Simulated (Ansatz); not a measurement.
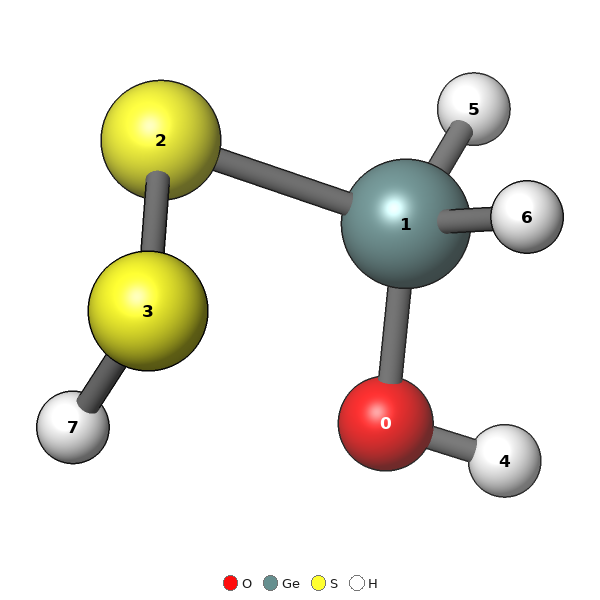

The structure as it stands in the input. Atoms are numbered from 0, in the order of the input.

Input file:

```yaml
crystal:
  periodic: [false, false, false]
  atoms:
    - {symbol: O, position_ang: [-1.283600, 0.738200, -0.106800]}
    - {symbol: Ge, position_ang: [0.436000, 0.729400, 0.122800]}
    - {symbol: S, position_ang: [0.958000, -1.140100, 1.167500]}
    - {symbol: S, position_ang: [0.370900, -2.339200, -0.430900]}
    - {symbol: H, position_ang: [-1.486900, 1.611200, -0.644400]}
    - {symbol: H, position_ang: [0.878300, 1.967400, 0.972800]}
    - {symbol: H, position_ang: [1.179500, 0.782000, -1.248100]}
    - {symbol: H, position_ang: [-0.960000, -2.406000, 0.111400]}
basis:
  gaussian: {orbitals: def2-SVP}
hamiltonian: {xc: pbe, dispersion: d4}
relax: {f_tol: 0.03, max_steps: 200}
```

What the program printed (its end):

```
mean field -80266.51171776 eV, -2949.7398990319 hartree, gradient 3.9e-5 eV, S^2 0.000000; 1 other end points of the search recorded, 0 dependent functions left out
the calculation of the forces begins
reference -80266.51174964 eV, -2949.7399002034 hartree; 38, 38 occupied and 64, 64 virtual orbitals, 1136 factors
Total energy: -80266.73415441 eV, -2949.7480734282 hartree
Atom 0 at    -1.168416     1.034686    -0.136786 Å, force    -0.002600    -0.027041    -0.024501 eV/Å
Atom 1 at     0.602676     0.950055     0.136012 Å, force    -0.006873     0.002178     0.001863 eV/Å
Atom 2 at     1.107326    -1.134818     0.898161 Å, force    -0.016083    -0.008858    -0.019248 eV/Å
Atom 3 at    -0.098769    -2.165080    -0.503406 Å, force     0.004274     0.008092     0.020874 eV/Å
Atom 4 at    -1.405699     0.320687    -0.765271 Å, force     0.013120     0.027419     0.027004 eV/Å
Atom 5 at     0.918689     1.975759     1.249902 Å, force    -0.000857    -0.003330    -0.005400 eV/Å
Atom 6 at     1.370712     1.193103    -1.193475 Å, force    -0.001232    -0.000327     0.004473 eV/Å
Atom 7 at    -1.234319    -2.231493     0.259162 Å, force     0.010251     0.001867    -0.005065 eV/Å
Dipole moment:    -0.070667    -0.007467    -0.113952 e Å
```
